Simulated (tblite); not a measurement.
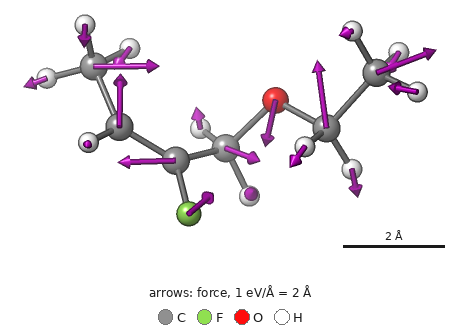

Starting geometry of C₆H₁₁FO with the computed forces as purple arrows. The picture is a ball-and-stick view, seen face on.

The calculation used GFN2-xTB geometry optimisation, gas phase in tblite 0.8.0. 

### Is this structure relaxed? If not, where do the atoms go?

It isn't relaxed: the largest force vector, on a C atom, is 0.70 eV/Å. The final displacements have little in common with the starting forces (cosine between the two patterns 0.07). The atom that moves furthest after the best rigid fit is an H atom (1.14 Å). Largest moves by element: H 1.14 Å, F 0.95 Å, C 0.81 Å, O 0.40 Å. Some distances before and after: C–C 1.509 → 1.490 Å, C–O 1.424 → 1.406 Å, C–H 1.089 → 1.101 Å, C–H 1.098 → 1.086 Å. Among the angles between lasting bonds that change: F–C–C 116.7° → 112.4°, C–C–F 115.9° → 118.6°, H–C–H 106.3° → 108.7°. Groups turn about C–C by about 40°. After 145 geometry steps the energy has fallen by 0.123 eV.
